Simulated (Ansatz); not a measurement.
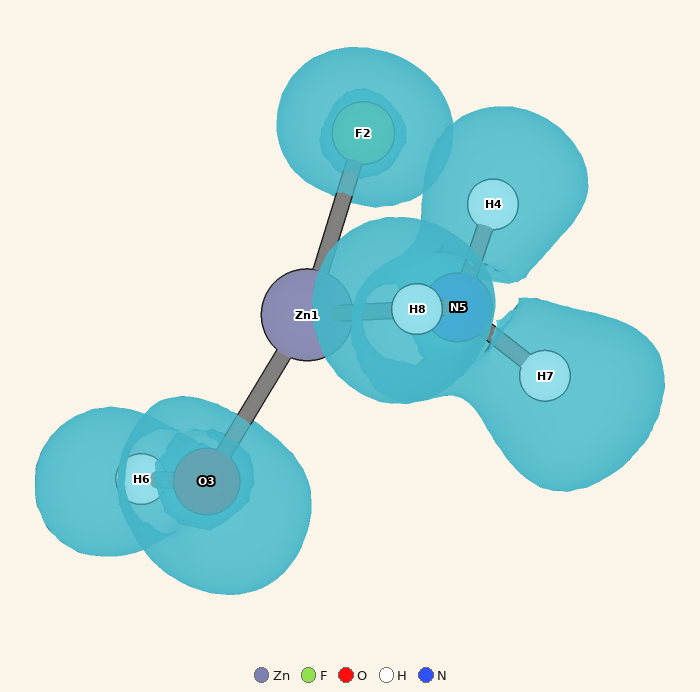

The picture shows: FH4NOZn. Isosurface of the electron localisation function at 0.75 (cyan), seen at an oblique angle. Core shells and regions of very low density are left out.

These are results of UKS B3LYP-D4/def2-SVP in Ansatz 0.2.0, not measurements.

| atom | x (Å) | y (Å) | z (Å) |
| --- | --- | --- | --- |
| Zn | -0.8595 | -0.3015 | -0.0726 |
| F | -1.2780 | 0.6312 | -1.5579 |
| O | -1.1305 | -1.4365 | 1.3004 |
| H | 0.9055 | 1.1252 | -1.0166 |
| N | 1.1045 | 0.5844 | -0.1696 |
| H | -2.0233 | -1.8042 | 1.2959 |
| H | 1.9008 | -0.0283 | -0.3519 |
| H | 1.3804 | 1.2297 | 0.5723 |

Where are the electrons localised?

The ELF exceeds this value in one region wrapped around F (its valence shell), one joined region spread over several atoms (H, N), in which their bonds and any lone pairs are merged and one joined region spread over several atoms (H, O), in which their bonds and any lone pairs are merged.

Values along the shortest contacts:
Zn–O (1.80 Å): the ELF peaks at about 0.85 in the valence shell of O, 0.6 Å from its nucleus, and is about 0.15 at the midpoint. Zn–F (1.80 Å): the ELF peaks at about 0.80 in the valence shell of F, 0.5 Å from its nucleus, and is about 0.15 at the midpoint.
